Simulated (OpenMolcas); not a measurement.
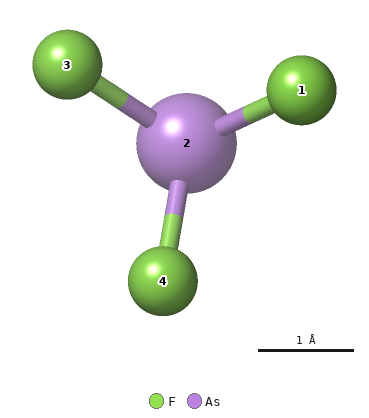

The structure as given in the input (ball-and-stick view, seen on its broad side; atoms are numbered from 1 in the order of the input). Bond lengths as drawn: As–F 1.72 Å.

## Run report: AsF3, single-point calculation

- system: AsF3 (arsenic trifluoride), SMILES F[As](F)F
- method: CASSCF/ANO-RCC-VDZP, DKH2 (OpenMolcas 26.06)

The geometry comes from this level: GFN2-xTB.

Output
```
--- Start Module: gateway ---

                                              &GATEWAY

                       available to each process: 1.9 GB of memory, 1 thread

++    Symmetry information:
      ---------------------

                    Character Table for C1

                             E
                    a        1  x, y, xy, Rz, z, xz, Ry, yz, Rx, I
--

++    Basis set information:
      ----------------------

      Basis set label: F.ANO-RCC...3S2P1D.

      Electronic valence basis set:
      ------------------
      Associated Effective Charge   9.000000 au
      Associated Actual Charge      9.000000 au
      Nuclear Model: Point charge

      Shell  nPrim  nBasis  Cartesian Spherical Contaminant
         s      14       3        X
         p       9       2        X
         d       4       1                 X

      Basis set label: AS.ANO-RCC...5S4P2D.

      Electronic valence basis set:
      ------------------
      Associated Effective Charge  33.000000 au
      Associated Actual Charge     33.000000 au
      Nuclear Model: Point charge

      Shell  nPrim  nBasis  Cartesian Spherical Contaminant
         s      20       5        X
         p      17       4        X
         d      11       2                 X

      Basis set label: F.ANO-RCC...3S2P1D.

      Electronic valence basis set:
      ------------------
      Associated Effective Charge   9.000000 au
      Associated Actual Charge      9.000000 au
      Nuclear Model: Point charge

      Shell  nPrim  nBasis  Cartesian Spherical Contaminant
         s      14       3        X
         p       9       2        X
         d       4       1                 X
--

++    Molecular structure info:
      -------------------------

                    ************************************************
                    **** Cartesian Coordinates / bohr, angstrom ****
                    ************************************************

     Center  Label                x              y              z                     x              y              z
        1      F1              -0.798390       0.757346       2.525959             -0.422490       0.400770       1.336680
        2      AS2             -0.932089      -0.922583      -0.253582             -0.493240      -0.488210      -0.134190
        3      F3               2.251590      -1.574747      -0.201747              1.191490      -0.833320      -0.106760
        4      F4              -0.521130       1.739984      -2.070630             -0.275770       0.920760      -1.095730

                    ***************************************
                    *    InterNuclear Distances / bohr    *
                    ***************************************

               1 F1            2 AS2           3 F3            4 F4
    1 F1       0.000000
    2 AS2      3.250521        0.000000
    3 F3       4.709715        3.250202        0.000000
    4 F4       4.708618        3.249587        4.708305        0.000000

                    *******************************************
                    *    InterNuclear Distances / angstrom    *
                    *******************************************

               1 F1            2 AS2           3 F3            4 F4
    1 F1       0.000000
    2 AS2      1.720102        0.000000
    3 F3       2.492274        1.719933        0.000000
    4 F4       2.491693        1.719607        2.491528        0.000000
--

            Nuclear Potential Energy            325.74979071 au

--- Stop Module: gateway /rc=_RC_ALL_IS_WELL_ ---

--- Start Module: seward ---

                                              &SEWARD

                       available to each process: 1.9 GB of memory, 1 thread

               SEWARD will generate:
                  Multipole Moment integrals up to order  2
                  Kinetic Energy integrals
                  Nuclear Attraction integrals (point charge)
                  One-Electron Hamiltonian integrals
                  Velocity integrals
                  Relativistic Douglas-Kroll-Hess integrals:
                    - Parametrization         : EXP
                    - DKH order of Hamiltonian: 2
                    - DKH order of Properties : 0
                         - multipole moment operators
                         - electric potential operators
                         - contact operators
                  Orbital angular momentum around ( -0.3951  -0.3911  -0.1075 )
                  Velocity quadrupole around ( -0.3951  -0.3911  -0.1075 )
                  Atomic mean-field integrals
                  Two-Electron Repulsion integrals

                   Integrals are discarded if absolute value <: 1.00E-14
                   Integral cutoff threshold is set to       <: 1.00E-16

            Nuclear Potential Energy            325.74979071 au

      Basis set specifications :
      Symmetry species         a
      Basis functions           69

--- Stop Module: seward /rc=_RC_ALL_IS_WELL_ ---
--- Module seward spent 11 seconds ---

--- Start Module: rasscf ---

                                              &RASSCF

                       available to each process: 1.9 GB of memory, 1 thread

      Header of the ONEINT file:
      --------------------------

      OrdInt status: non-squared

      Cartesian coordinates in angstrom:
      -----------------------------------------------------
      No.  Label        X            Y            Z
      -----------------------------------------------------
       1   F1        -0.42249000   0.40077000   1.33668000
       2   AS2       -0.49324000  -0.48821000  -0.13419000
       3   F3         1.19149000  -0.83332000  -0.10676000
       4   F4        -0.27577000   0.92076000  -1.09573000
      -----------------------------------------------------
      Nuclear repulsion energy =  325.74979071

++    Wave function specifications:
      -----------------------------

      Number of closed shell electrons          50
      Number of electrons in active shells      10
      Max number of holes in RAS1 space          0
      Max nr of electrons in RAS3 space          0
      Number of inactive orbitals               25
      Number of active orbitals                 10
      Number of secondary orbitals              34
      Spin quantum number                      0.0
      State symmetry                             1
--

++    Orbital specifications:
      -----------------------

      Symmetry species                           1
                                                 a
      Frozen orbitals                            0
      Inactive orbitals                         25
      Active orbitals                           10
      RAS1 orbitals                              0
      RAS2 orbitals                             10
      RAS3 orbitals                              0
      Secondary orbitals                        34
      Deleted orbitals                           0
      Number of basis functions                 69
--

++    CI expansion specifications:
      ----------------------------

      Number of CSFs                         19404
      Number of spin combinations            31878
      Number of determinants                 63504
      Number of root(s) required                 1
      Root chosen for geometry opt.              1
      CI root used                               1

      highest root included in the CI            1
      max. size of the explicit Hamiltonian    200
--

++    Optimization specifications:
      ----------------------------

      RASSCF algorithm: Conventional
      Maximum number of macro iterations       200
      Maximum number of SX iterations          100
      Threshold for RASSCF energy            1.000E-08
      Threshold for max MO rotation          1.000E-01
      Threshold for max BLB element          1.000E-04
      Level shift parameter                  5.000E-01
      Make Quasi-Newton update
--

      The MO-coefficients are taken from the file:
      step1.ScfOrb
      Title: SCF orbitals

      Total molecular charge    0.00

      ************************************************************************************************************************
      *                                            Wave function control section                                             *
      ************************************************************************************************************************

                                         RASSCF iterations: Energy and convergence statistics
                                         ----------------------------------------------------

          iter iter root      energy       change     param      element    value   shift minimum  type update hh:mm:ss
 Nr of preliminary CI iterations:   3
 ###############################################################################
 ###    WARNING: Large orbital rotation.                                     ###
 ###############################################################################
      Molecular orbital  33 of symmetry 1 MO space 2  weight is    0.184807
      Total energies have been shifted. Add                -2000.00 au
        1   1   56    1  -557.69750440    0.00E+00   5.64E-01*  21  30 1 -9.79E-03*  0.00   0.00    SX    NO    0:00:00
        2   5   20    1  -557.73163825   -3.41E-02* -2.89E-01*  21  33 1  2.03E-02*  0.00   0.00    SX    NO    0:00:00
        3   4   26    1  -557.75049609   -1.89E-02*  2.40E-01*  26  47 1 -1.09E-02*  0.00   0.00    SX    NO    0:00:00
        4   5   13    1  -557.78362681   -3.31E-02*  1.93E-01*  26  47 1 -1.33E-02*  0.00   0.00    SX    NO    0:00:00
        5   5   13    1  -557.80017190   -1.65E-02* -8.93E-02   23  31 1  1.07E-02*  0.00   1.50    QN   YES    0:00:00
        6   4   12    1  -557.80551653   -5.34E-03* -9.62E-02   23  31 1  8.03E-03*  0.00   1.61    QN   YES    0:00:00
        7   4   11    1  -557.80801589   -2.50E-03* -9.89E-02   26  47 1  7.93E-03*  0.00   1.66    QN   YES    0:00:00
        8   4   11    1  -557.80945289   -1.44E-03* -5.44E-02   26  47 1  4.92E-03*  0.00   1.36    QN   YES    0:00:00
        9   4   11    1  -557.81009024   -6.37E-04* -2.76E-02   21  34 1 -2.37E-03*  0.00   1.59    QN   YES    0:00:00
       10   4   10    1  -557.81043055   -3.40E-04* -3.07E-02   23  31 1 -1.67E-03*  0.00   1.55    QN   YES    0:00:00
       11   4   10    1  -557.81062168   -1.91E-04* -6.24E-02   26  47 1 -1.97E-03*  0.00   2.12    QN   YES    0:00:00
       12   5   10    1  -557.81089298   -2.71E-04* -6.64E-02   21  35 1 -1.97E-03*  0.00   1.52    QN   YES    0:00:00
       13   5   11    1  -557.81110666   -2.14E-04*  2.37E-02   23  31 1  2.78E-03*  0.00   1.19    QN   YES    0:00:00
       14   4   11    1  -557.81128715   -1.80E-04* -1.51E-02   23  31 1  2.29E-03*  0.00   2.00    QN   YES    0:00:00
       15   4   10    1  -557.81141650   -1.29E-04* -4.85E-03   26  47 1  1.01E-03*  0.00   1.15    QN   YES    0:00:00
       16   3    9    1  -557.81142709   -1.06E-05*  3.10E-03   26  47 1  5.31E-04*  0.00   1.36    QN   YES    0:00:00
       17   4    9    1  -557.81143106   -3.97E-06*  1.33E-03   23  31 1 -1.71E-04*  0.00   1.24    QN   YES    0:00:00
       18   4    8    1  -557.81143234   -1.28E-06*  1.50E-03   26  47 1 -1.66E-04*  0.00   1.36    QN   YES    0:00:00
       19   4    8    1  -557.81143295   -6.11E-07* -1.66E-03   26  47 1 -1.49E-04*  0.00   1.38    QN   YES    0:00:00
       20   4    8    1  -557.81143330   -3.58E-07* -1.54E-03   23  31 1  7.80E-05   0.00   1.56    QN   YES    0:00:00
       21   4    7    1  -557.81143352   -2.12E-07* -1.03E-03   23  31 1  6.01E-05   0.00   1.42    QN   YES    0:00:00
       22   3    7    1  -557.81143360   -8.71E-08* -6.23E-04   26  47 1  5.28E-05   0.00   1.46    QN   YES    0:00:00
       23   3    7    1  -557.81143364   -3.71E-08*  3.47E-04   26  47 1  2.47E-05   0.00   1.45    QN   YES    0:00:00
       24   3    6    1  -557.81143366   -1.72E-08*  2.30E-04   23  31 1 -1.38E-05   0.00   1.49    QN   YES    0:00:00
       25   3    6    1  -557.81143367   -8.50E-09   9.21E-05   26  47 1 -1.54E-05   0.00   1.38    QN   YES    0:00:00
      Convergence after 25 iterations
       26   1    6    1  -557.81143367   -3.00E-09   9.21E-05   26  47 1 -1.13E-05   0.00   1.38    QN   YES    0:00:00

      ************************************************************************************************************************
                                                      Wave function printout:
                       occupation of active orbitals, and spin coupling of open shells (u,d: Spin up or down)
      ************************************************************************************************************************

      Note: transformation to natural orbitals
      has been made, which may change the order of the CSFs.

      printout of CI-coefficients larger than  0.05 for root  1
      energy=   -2557.811434
      conf/sym  1111111111     Coeff  Weight
             1  2222200000  -0.96910 0.93916
            27  2222020000   0.06593 0.00435

      Natural orbitals and occupation numbers for root  1
      sym 1:   1.979175   1.983241   1.971946   1.977536   1.962532   0.039910   0.028648   0.025558   0.014639   0.016816

      ************************************************************************************************************************
      *                                                    Final results                                                     *
      ************************************************************************************************************************

++    Final optimization conditions:
      ------------------------------

      Average CI energy                           -2557.81143367
      RASSCF energy for state  1                  -2557.81143367
      Super-CI energy                                -0.00000000
      RASSCF energy change                            0.00000000
      Max change in MO coefficients              -1.287E-04
      Max non-diagonal density matrix element     9.209E-05
      Maximum BLB matrix element                 -1.127E-05
      (orbital pair  26,  47 in symmetry   1)
      Norm of electronic gradient            2.318E-05
--

      Final state energy(ies):
      ------------------------

::    RASSCF root number  1 Total energy:  -2557.81143367
      Von Neumann Entropy (Root   1) =  0.48066

      Mulliken population analysis for root number:  1
      -----------------------------------------------

++    Molecular charges:
      ------------------

      Mulliken charges per centre
      ---------------------------

                F1      AS2     F3      F4
      Total    9.4021 31.7139  9.4219  9.4621

      N-E     -0.4021  1.2861 -0.4219 -0.4621

      Total electronic charge=   60.000000

      Total            charge=   -0.000000
--

      Expectation values of various properties for root number:  1
      -----------------------------------------------------------

++    Molecular properties:
      ---------------------

      Charge (e):
                      =   -0.0000
      Dipole Moment (debye):
      Origin of the operator (angstrom)=   -0.2091   -0.2070   -0.0569
                   X= -2.4060E+00               Y= -2.5080E+00               Z= -4.3199E-01           Total=  3.5022E+00
      Quadrupole Moment (debye*angstrom):
      Origin of the operator (angstrom)=   -0.2091   -0.2070   -0.0569
                  XX= -3.3914E+01              XY=  1.1082E+00              XZ=  3.0702E-01              YY= -3.4073E+01
                  YZ=  7.3194E-01              ZZ= -3.4858E+01
      In traceless form (debye*angstrom)
                  XX=  5.5132E-01              XY=  1.6623E+00              XZ=  4.6052E-01              YY=  3.1261E-01
                  YZ=  1.0979E+00              ZZ= -8.6393E-01
--

      LoProp population analysis for root number:  1
      -----------------------------------------------

++    LoProp analysis:
      ----------------

++    Static properties:
      ------------------

      LoProp Charges per center

                   F1       AS2      F3       F4
      Nuclear      9.0000  33.0000   9.0000   9.0000
      Electronic  -9.4722 -31.4911  -9.5000  -9.5368

      Total       -0.4722   1.5089  -0.5000  -0.5368
--

      Natural Bond Order analysis for root number:  1

++    Natural Bond Order analysis
      ---------------------------
      Based on LoProp computed density
      -------------------------------------------------------------------------------------
      Atom A       Atom B       Bond Order
      -------------------------------------------------------------------------------------
      NBO located      1.000 non-bonded electrons on atom F1
      NBO located      0.974 non-bonded electrons on atom F1
      NBO located      0.991 non-bonded electrons on atom AS2
      NBO located      0.999 non-bonded electrons on atom AS2
      NBO located      0.999 non-bonded electrons on atom AS2
      NBO located      0.999 non-bonded electrons on atom AS2
      NBO located      0.999 non-bonded electrons on atom AS2
      NBO located      0.999 non-bonded electrons on atom AS2
      NBO located      0.999 non-bonded electrons on atom AS2
      NBO located      0.999 non-bonded electrons on atom AS2
      NBO located      1.000 non-bonded electrons on atom AS2
      NBO located      1.000 non-bonded electrons on atom AS2
      NBO located      1.000 non-bonded electrons on atom AS2
      NBO located      1.000 non-bonded electrons on atom AS2
      NBO located      1.000 non-bonded electrons on atom AS2
      NBO located      1.000 non-bonded electrons on atom AS2
      NBO located      1.000 non-bonded electrons on atom F3
      NBO located      0.996 non-bonded electrons on atom F3
      NBO located      0.987 non-bonded electrons on atom F3
      NBO located      1.000 non-bonded electrons on atom F4
      NBO located      0.991 non-bonded electrons on atom F4
      The remaining    9.381 electrons are to be considered as diffuse
--

--

      Average orbitals are written to the RASORB file
      Natural orbitals for root   1 are written to the RASORB.1 file
      Spin density orbitals for root   1 are written to the SPDORB.1 file

--- Stop Module: rasscf /rc=_RC_ALL_IS_WELL_ ---
--- Module rasscf spent 12 seconds ---

.##################.
.# Happy landing! #.
.##################.

    Timing: Wall=24.43 User=22.45 System=1.85
```

The run was set up as follows.

The input
```
&GATEWAY
COORD = mol.xyz
BASIS = ANO-RCC-VDZP
GROUP = NoSym
&SEWARD
&RASSCF
FILEORB = $CurrDir/step1.ScfOrb
SPIN = 1
NACTEL = 10 0 0
INACTIVE = 25
RAS2 = 10
ORBLISTING = Nothing
ORBAPPEAR = Compact
```

File mol.xyz
```
4

F     -0.422490     0.400770     1.336680
As    -0.493240    -0.488210    -0.134190
F      1.191490    -0.833320    -0.106760
F     -0.275770     0.920760    -1.095730
```

Command:
```bash
export MOLCAS_MEM=1860
pymolcas step2.input > step2.log
```

Summary

```tsv
quantity	value
outcome	converged
total energy	−2557.811434 hartree
CASSCF energy	−2557.811434 hartree
basis functions	69
hardware	1 thread of Intel Xeon @ 2.50GHz (Skylake/Cascade Lake), 16 GiB of memory available, shared host
wall time	25 s
peak memory	0.46 GiB
```

Notes

The record of the run, not the program, notes: an active orbital turned away from the chosen space.
